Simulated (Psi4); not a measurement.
**C2H4ClF (1-chloro-2-fluoroethane) at TDA-PBE/def2-TZVP (density fitting with cc-pvqz-jkfit, save jk yes, sweep point 5)**

Aim: the excited states of C2H4ClF (1-chloro-2-fluoroethane). Input form: a Python script.

The results are computed with Psi4 1.11.

1 further run of the same task is left out (set aside as unsound or not needed).

### 1 The molecule

The species is C2H4ClF (8 atoms), meant as a singlet with charge 0. SMILES: `FCCCl`. The coordinates come from a PBE0-D4/def2-TZVP relaxation. This is one conformer, not always the lowest.

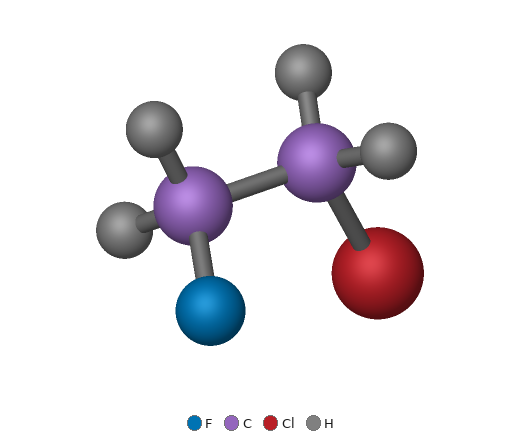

The structure, seen from a chosen angle (fluorine blue, carbon purple, chlorine red, hydrogen grey).

### 2 The vertical excitations at TDA-PBE/def2-TZVP (density fitting with cc-pvqz-jkfit, save jk yes, sweep point 5)

File c2h4clf.py:

```python
import psi4

psi4.set_memory('1600 MB')
psi4.set_num_threads(1)
psi4.core.set_output_file('c2h4clf.out', False)

molecule = psi4.geometry("""
0 1
F     -1.336980     0.498150     1.030500
C     -0.143560     0.671020     0.368890
C      0.300450    -0.609920    -0.275720
Cl    -0.759330    -1.087620    -1.620890
H     -0.273910     1.462220    -0.374180
H      0.609620     0.981160     1.102570
H      0.296790    -1.425630     0.446820
H      1.306920    -0.489380    -0.677980
symmetry c1
""")

psi4.set_options({
    'basis': 'def2-TZVP',
    'puream': True,
    'scf_type': 'df',
    'dft_radial_points': 99,
    'dft_spherical_points': 590,
    'df_basis_scf': 'cc-pvqz-jkfit',
    'save_jk': True,
})

from psi4.driver.procrouting.response.scf_response import tdscf_excitations
result, w = psi4.energy("pbe", return_wfn=True)
states = tdscf_excitations(w, states=4, tda=True)
for k, s in enumerate(states, 1):
    print(f"root {k}: {s['EXCITATION ENERGY'] * 27.211386:.4f} eV  f = {s['OSCILLATOR STRENGTH (LEN)']:.4f}  {s['SYMMETRY']}")
print(f'pbe energy: {result:.10f} Eh')
for k, v in sorted(psi4.core.scalar_variables().items()):
    print(f'{k:45s} {v:18.10f}')
```

Launch:

```bash
$ python c2h4clf.py
```

Q: Predict the results. Wanted: ground-state or mean-field energy; dipole moment; HOMO energy; LUMO energy; HOMO–LUMO gap; lowest excitation energy.

Answer, from the run:

At TDA-PBE/def2-TZVP (density fitting with cc-pvqz-jkfit, save jk yes, sweep point 5):

| quantity | value |
| --- | --- |
| ground-state or mean-field energy | -638.35265 Eh |
| dipole moment (PBE Kohn–Sham density) | 2.55 D |
| HOMO energy (PBE Kohn–Sham orbitals) | -7.13 eV |
| LUMO energy (PBE Kohn–Sham orbitals) | -0.36 eV |
| HOMO–LUMO gap (PBE Kohn–Sham orbitals) | 6.77 eV |
| lowest excitation energy | 7.13 eV |

The brightest of the 4 transitions from the ground state lies at 7.80 eV (159 nm, f = 0.018); the lowest, at 7.13 eV, has f = 0.004. The basis has no diffuse functions, so Rydberg states are missing or pushed up, and the true lowest state may lie lower. Roots above 7.1 eV lie over the negative of the HOMO energy, where those of Rydberg kind are poorly described; valence roots are less touched.
